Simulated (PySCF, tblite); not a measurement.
# C4H6N2OSi: geometry, infrared bands and NMR shifts

Aim: predict the infrared bands and NMR shifts of C4H6N2OSi (`[H]/N=C\[C@]([SiH3])(C#N)C=O`).

The runs use tblite 0.8.0 and PySCF 2.14.0, with density-fitted response routines of our own; the level of theory stands in each step. All values are computed, except where a source is named. Atoms count from 0, in the outputs and in this text.

## 1. The starting structure

14 atoms, charge 0, multiplicity 1; geometry from: force field or distance geometry start.

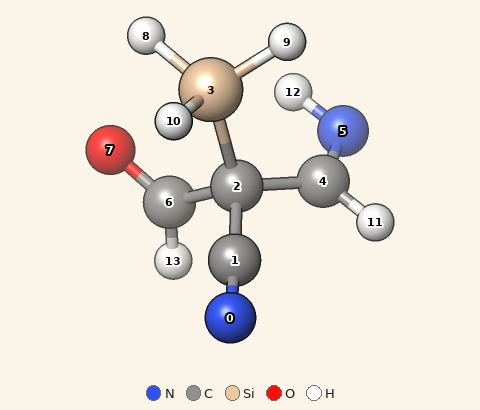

The starting geometry (nitrogen blue, carbon grey, silicon light orange, oxygen red, hydrogen white), atoms numbered; sticks join atoms by distance.

## 2. Optimising the geometry with GFN2-xTB

What the job is given:

```
{"job": {"kind": "relax", "xc": "GFN2-xTB", "basis": "xTB"}, "charge": 0, "multiplicity": 1}
N      0.074800    -2.520100    -1.535600
C     -0.054300    -1.515300    -0.937900
C     -0.167400    -0.269600    -0.154600
Si     1.578400     0.220100     0.309600
C     -0.834000     0.749500    -0.989900
N     -1.236900     1.885300    -0.551500
C     -0.973000    -0.609900     1.053800
O     -0.479000    -0.443300     2.176200
H      1.690800     0.561700     1.726000
H      2.041200     1.293500    -0.525400
H      2.423100    -0.957100     0.080800
H     -1.006300     0.550700    -2.067900
H     -1.073700     2.066600     0.473300
H     -1.984300    -1.012600     0.921100
```

Run with:

```console
$ OMP_NUM_THREADS=1 python probes_run.py task.json out
```

The driver reads the jobs from task.json and runs them one after another.

Output:

```text
step      E/eV     max force
  0    -629.89810    3.922
  1    -629.77589   11.287
  2    -630.14700    3.678
  3    -630.13107    3.407
  4    -630.24473    0.464
  5    -630.25294    0.278
  6    -630.26183    0.361
  7    -630.26826    0.441
  8    -630.27108    0.161
  9    -630.27346    0.192
 10    -630.27772    0.329
 11    -630.28033    0.290
 12    -630.28293    0.143
 13    -630.28475    0.168
 14    -630.28643    0.181
 15    -630.28775    0.123
 16    -630.28884    0.084
 17    -630.28990    0.121
 18    -630.29107    0.148
 19    -630.29233    0.113
 20    -630.29353    0.098
 21    -630.29453    0.093
 22    -630.29534    0.086
 23    -630.29605    0.069
 24    -630.29676    0.065
 25    -630.29751    0.075
 26    -630.29831    0.092
 27    -630.29917    0.096
 28    -630.30015    0.090
 29    -630.30140    0.105
 30    -630.30308    0.166
 31    -630.30531    0.195
 32    -630.30819    0.201
 33    -630.31186    0.214
 34    -630.31610    0.205
 35    -630.32067    0.275
 36    -630.32603    0.321
 37    -630.33254    0.330
 38    -630.33741    0.303
 39    -630.32791    0.999
 40    -630.34869    0.215
 41    -630.35394    0.202
 42    -630.35513    0.995
 43    -630.36876    0.156
 44    -630.37359    0.203
 45    -630.37556    0.731
 46    -630.38449    0.145
 47    -630.38868    0.154
 48    -630.41047    0.401
 49    -630.42309    0.330
 50    -630.44098    0.320
 51    -630.45727    0.357
 52    -630.46514    0.314
 53    -630.47040    0.266
 54    -630.47472    0.193
 55    -630.47921    0.170
 56    -630.48190    0.219
 57    -630.48453    0.218
 58    -630.48702    0.266
 59    -630.48994    0.187
 60    -630.49253    0.153
 61    -630.49410    0.097
 62    -630.49498    0.077
 63    -630.49566    0.055
 64    -630.49614    0.051
 65    -630.49655    0.088
 66    -630.49693    0.064
 67    -630.49731    0.043
 68    -630.49756    0.038
 69    -630.49779    0.033
 70    -630.49795    0.033
 71    -630.49809    0.027
 72    -630.49820    0.035
 73    -630.49833    0.040
 74    -630.49848    0.043
 75    -630.49862    0.033
 76    -630.49873    0.023
 77    -630.49883    0.035
 78    -630.49893    0.038
 79    -630.49904    0.034
 80    -630.49914    0.032
 81    -630.49921    0.026
 82    -630.49927    0.021
 83    -630.49932    0.026
 84    -630.49937    0.022
 85    -630.49942    0.022
 86    -630.49947    0.024
 87    -630.49955    0.030
 88    -630.49964    0.040
 89    -630.49973    0.035
 90    -630.49981    0.031
 91    -630.49988    0.032
 92    -630.49998    0.036
 93    -630.50011    0.050
 94    -630.50023    0.043
 95    -630.50031    0.031
 96    -630.50036    0.029
 97    -630.50042    0.021
 98    -630.50047    0.020
 99    -630.50051    0.020
100    -630.50055    0.022
101    -630.50059    0.025
102    -630.50064    0.023
103    -630.50068    0.020
104    -630.50069    0.009
```

Run time: 1.1 s. Hardware: 1 thread of Arm Neoverse N1, shared host.

Relaxation path: (not every step is listed) (the energy doesn't fall at every step)

```tsv
step	energy from step 0 (eV)	largest force (eV/Å)
0	0.0000	3.9216
1	0.1222	11.2873
2	-0.2489	3.6785
3	-0.2330	3.4067
4	-0.3466	0.4644
5	-0.3548	0.2784
6	-0.3637	0.3615
7	-0.3702	0.4412
8	-0.3730	0.1605
17	-0.3918	0.1205
26	-0.4002	0.0922
35	-0.4226	0.2751
44	-0.4755	0.2030
53	-0.5723	0.2662
62	-0.5969	0.0773
71	-0.6000	0.0269
80	-0.6010	0.0322
89	-0.6016	0.0353
98	-0.6024	0.0196
99	-0.6024	0.0196
100	-0.6024	0.0222
101	-0.6025	0.0249
102	-0.6025	0.0226
103	-0.6026	0.0199
104	-0.6026	0.0092
```

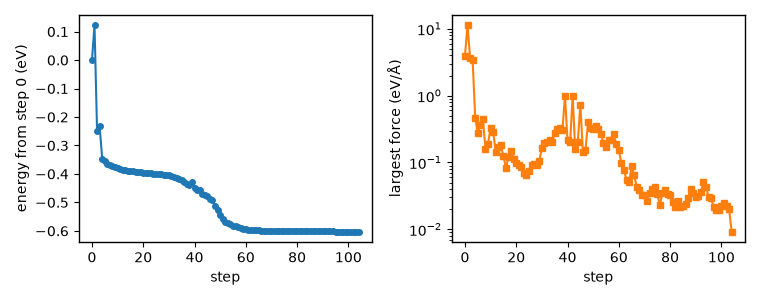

Energy and largest force along the relaxation.

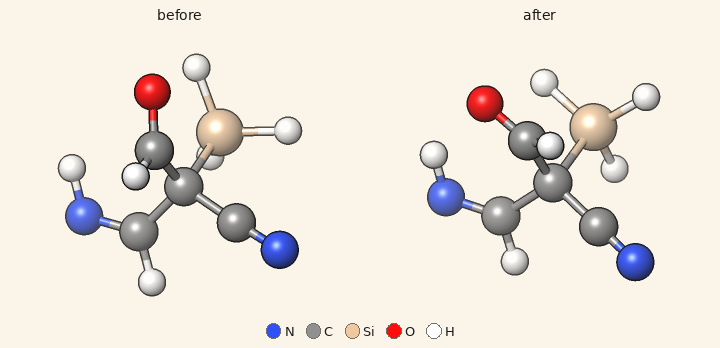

Before and after, at one scale.

Distances of close pairs at the start and the end, largest changes first:

```tsv
bond	before (Å)	after (Å)	change (Å)
C2–Si3	1.872	1.961	+0.089
C1–C2	1.476	1.427	-0.049
C2–C4	1.477	1.520	+0.043
C4–N5	1.282	1.245	-0.038
N5–H12	1.053	1.020	-0.033
C6–O7	1.238	1.205	-0.032
N0–C1	1.176	1.145	-0.031
C4–H11	1.110	1.086	-0.023
```

The final coordinates are the input of the step that follows.

## 3. Vibrational analysis with GFN2-xTB

What the job is given:

```
{"job": {"kind": "ir", "xc": "GFN2-xTB", "basis": "xTB"}, "charge": 0, "multiplicity": 1}
N     -0.171697    -2.284849    -1.891239
C     -0.184086    -1.423568    -1.137160
C     -0.196768    -0.342612    -0.205367
Si     1.653180     0.123207     0.248065
C     -0.762700     0.922481    -0.828872
N     -1.277399     1.900446    -0.256465
C     -0.859559    -0.689380     1.077275
O     -1.066266     0.109512     1.955719
H      1.550951     1.197415     1.225088
H      2.262578     0.537443    -1.011518
H      2.258448    -1.094160     0.781009
H     -0.691171     0.949470    -1.912655
H     -1.351231     1.840777     0.759231
H     -1.164959    -1.746654     1.174723
```

Output:

```text
mode    cm-1     km/mol
  1     100.4     10.70
  2     106.4      3.00
  3     120.0      2.59
  4     125.9     10.80
  5     156.2      9.56
  6     193.6      6.45
  7     201.4      2.97
  8     235.2      1.81
  9     436.7      9.43
 10     459.8     14.65
 11     522.3      3.18
 12     538.6      3.69
 13     542.2     28.86
 14     552.6     20.08
 15     628.2     44.11
 16     743.7    157.16
 17     747.0    154.50
 18     768.6    206.72
 19     780.6    264.94
 20     848.2      8.67
 21     941.3     52.27
 22    1072.9     41.51
 23    1106.7    141.68
 24    1125.2    189.26
 25    1214.1    100.28
 26    1330.7     73.67
 27    1373.8     19.61
 28    1702.0    212.20
 29    1755.2    377.75
 30    2318.8    206.17
 31    2328.0    221.29
 32    2361.6    177.22
 33    2385.9    316.20
 34    2791.3     91.71
 35    3000.9     28.89
 36    3308.2      1.18
```

It took 0.73 s on 1 thread of Arm Neoverse N1, shared host.

The strongest bands and the atoms that carry them (share of the mass-weighted mode):

```tsv
cm⁻¹	km/mol	atoms
769	206.7	H9 29 %, H10 24 %, C4 14 %
781	264.9	C4 24 %, H12 14 %, H11 13 %, H10 13 %
1125	189.3	C2 46 %, H12 22 %, H11 14 %
1702	212.2	C6 35 %, O7 24 %, C4 22 %, N5 18 %
1755	377.8	C4 34 %, C6 24 %, N5 24 %, O7 15 %
2319	206.2	H10 96 %
2328	221.3	H9 96 %
2386	316.2	C1 60 %, N0 39 %
```

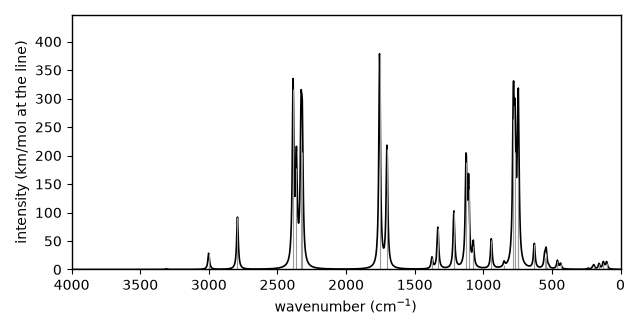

The infrared spectrum from these modes, unscaled. Lines are broadened to a width of 14 cm⁻¹ (Lorentzian).

## 4. NMR shieldings: PBE0/pcSseg-1

The job, as its differences from that of step 3:

```diff
@@ -1,2 +1,2 @@
-{"job": {"kind": "ir", "xc": "GFN2-xTB", "basis": "xTB"}, "charge": 0, "multiplicity": 1}
+{"job": {"kind": "nmr", "xc": "PBE0", "basis": "pcSseg-1"}, "charge": 0, "multiplicity": 1}
 N     -0.171697    -2.284849    -1.891239
```

With the program's defaults for keys left out, this is: GIAO PBE0/pcSseg-1 NMR shielding, non-relativistic, gas phase.

Output:

```text
coarse grid: 12904 points
cycle   1  E = -629.3940790026  dE =  1.266e+00  |g| = 9.226e-01  |ddm| = 3.583e+00
cycle   2  E = -628.5400019392  dE =  8.541e-01  |g| = 2.242e+00  |ddm| = 3.629e+00
cycle   3  E = -629.5706750575  dE = -1.031e+00  |g| = 1.296e-01  |ddm| = 2.889e+00
cycle   4  E = -629.5727832963  dE = -2.108e-03  |g| = 9.395e-02  |ddm| = 2.012e-01
cycle   5  E = -629.5744041164  dE = -1.621e-03  |g| = 4.260e-02  |ddm| = 9.308e-02
cycle   6  E = -629.5747789537  dE = -3.748e-04  |g| = 6.674e-03  |ddm| = 3.842e-02
cycle   7  E = -629.5747878362  dE = -8.882e-06  |g| = 2.106e-03  |ddm| = 7.804e-03
final grid: 122184 points
cycle   8  E = -629.6288820285  dE = -4.200e-06  |g| = 1.363e-02  |ddm| = 3.009e-02
cycle   9  E = -629.6287793994  dE =  1.026e-04  |g| = 2.718e-02  |ddm| = 3.384e-02
cycle  10  E = -629.6289162919  dE = -1.369e-04  |g| = 2.355e-03  |ddm| = 2.363e-02
cycle  11  E = -629.6289173449  dE = -1.053e-06  |g| = 7.029e-04  |ddm| = 2.508e-03
cycle  12  E = -629.6289174420  dE = -9.706e-08  |g| = 2.244e-04  |ddm| = 7.180e-04
cycle  13  E = -629.6289174529  dE = -1.090e-08  |g| = 6.330e-05  |ddm| = 2.319e-04
cycle  14  E = -629.6289174536  dE = -6.864e-10  |g| = 2.973e-05  |ddm| = 7.811e-05
converged SCF energy = -629.6289174536

GIAO shielding tensors (ppm)
atom      isotropic    diamagn.    paramagn.     s11        s22        s33       span
  0 N      -46.159     340.805    -386.964   -225.408   -186.613    273.546    498.954
  1 C       64.565     260.942    -196.377    -48.234    -45.534    287.463    335.697
  2 C      137.379     260.968    -123.589    103.122    145.524    163.492     60.370
  3 Si     389.367     880.049    -490.682    325.978    405.370    436.753    110.775
  4 C       28.447     248.377    -219.930    -79.573     56.590    108.324    187.898
  5 N      -94.644     324.378    -419.021   -445.821   -112.221    274.111    719.932
  6 C      -15.019     246.380    -261.400   -102.408    -30.230     87.579    189.987
  7 O     -349.696     400.536    -750.232   -999.656   -423.608    374.175   1373.832
  8 H       27.791      29.688      -1.897     23.969     27.059     32.344      8.374
  9 H       27.501      29.044      -1.544     24.535     26.147     31.820      7.285
 10 H       27.467      28.937      -1.471     24.166     25.923     32.310      8.144
 11 H       23.854      29.538      -5.684     21.151     23.016     27.395      6.244
 12 H       19.094      34.638     -15.543     10.057     20.245     26.981     16.924
 13 H       21.664      28.515      -6.852     19.265     20.845     24.881      5.616
```

Wall time 41 s (1 thread of Arm Neoverse N1, shared host); peak memory 0.86 GiB.

Shifts follow as δ = σ(reference) − σ, with reference shieldings (ppm) from runs at the same level and on the same kind of geometry: 1H TMS 31.72, 13C TMS 186.9, 29Si TMS 349.2, 15N NH3 267.7, 17O H2O 336.1. The references are single molecules in the gas phase, so shifts against H2O, NH3, PH3, H3PO4 or CFCl3 are not on the usual liquid scales and can be off by tens of ppm. Atoms listed in one row are averaged.

```tsv
atoms	environment	σ (ppm)	δ (ppm)
C6	carbon bonded to C, O, H	-15.0	201.9
C4	carbon bonded to C, N, H	28.4	158.5
C1	carbon bonded to C, N	64.6	122.4
C2	carbon bonded to 3 C, Si	137.4	49.5
H12	hydrogen on a nitrogen bonded to C	19.09	12.62
H13	hydrogen on a carbon bonded to C, O	21.66	10.05
H11	hydrogen on a carbon bonded to C, N	23.85	7.86
H8, H9, H10	hydrogen on a silicon bonded to C	27.59	4.13
N5	nitrogen bonded to C, H	-94.6	362.4
N0	nitrogen bonded to C	-46.2	313.9
Si3	silicon bonded to C, 3 H	389.4	-40.2
O7	oxygen bonded to C	-349.7	685.8
```

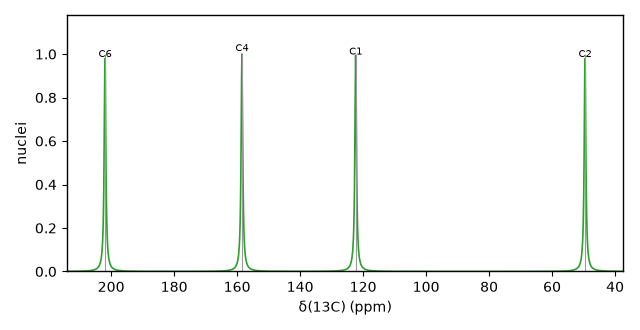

13C lines at the computed shifts, without couplings. Lines are broadened to a width of 0.61 ppm (Lorentzian).

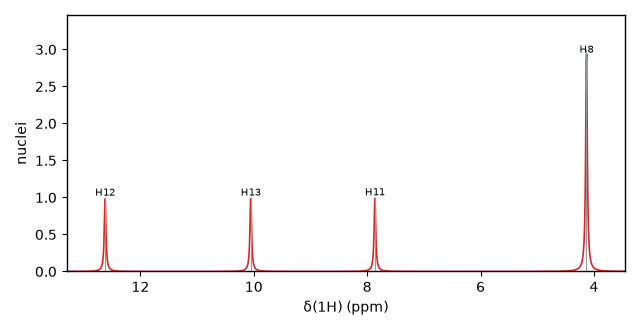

1H lines at the computed shifts, without couplings. Lines are broadened to a width of 0.03 ppm (Lorentzian).

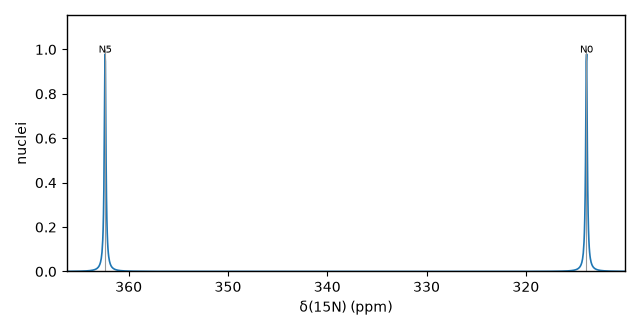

15N lines at the computed shifts, without couplings. Lines are broadened to a width of 0.19 ppm (Lorentzian).

The run also stored atomic charges by several schemes (e):

```tsv
atoms	Mulliken	IAO	Hirshfeld	ESP fit
N0	-0.22	-0.23	-0.21	-0.45
C1	0.22	0.12	0.07	0.39
C2	-0.81	-0.35	-0.06	-0.50
Si3	0.60	0.66	0.36	0.45
C4	0.17	0.04	0.05	0.49
N5	-0.30	-0.40	-0.21	-0.80
C6	0.38	0.27	0.14	0.58
O7	-0.36	-0.38	-0.19	-0.50
```

Mulliken charges:

N0 -0.22; C1 0.22; C2 -0.81; Si3 0.60; C4 0.17; N5 -0.30; C6 0.38; O7 -0.36; H8 -0.03; H9 -0.04; H10 -0.05; H11 0.14; H12 0.19; H13 0.12

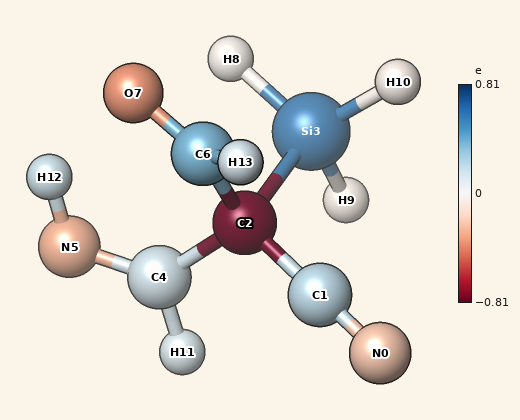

Mulliken charges, as colours on the atoms.

Mayer bond orders: N0–C1 3.04, C1–C2 0.94, C2–Si3 0.72, C2–C4 0.90, C4–N5 2.09, C2–C6 0.94, C6–O7 1.95.

## 5. Outcome

```
                                                              quantity                          value
                             strongest single infrared mode (GFN2-xTB)          1755 cm⁻¹, 378 km/mol
                                          zero-point energy (GFN2-xTB)                  55.6 kcal/mol
                                13C shifts against TMS (PBE0/pcSseg-1)  201.9, 158.5, 122.4, 49.5 ppm
1H shifts against TMS (PBE0/pcSseg-1, means over atoms taken as alike)   12.62, 10.05, 7.86, 4.13 ppm
                                15N shifts against NH3 (PBE0/pcSseg-1)               362.4, 313.9 ppm
                               29Si shifts against TMS (PBE0/pcSseg-1)                      -40.2 ppm
                                17O shifts against H2O (PBE0/pcSseg-1)                      685.8 ppm
```

The optimisation took 104 steps and gained 0.603 eV; among the close pairs (by a distance rule), C2–Si3 changed most, from 1.872 to 1.961 Å. All 36 modes are real, so the xTB geometry is a minimum. The strongest single mode, at 1755 cm⁻¹, moves mainly C4, C6 and N5. Unscaled tight-binding wavenumbers are off by several per cent, some by more. Its intensities can rank the bands wrongly. At PBE0/pcSseg-1: Shielding is most anisotropic at O7 (span 1374 ppm, paramagnetic term -750 ppm).
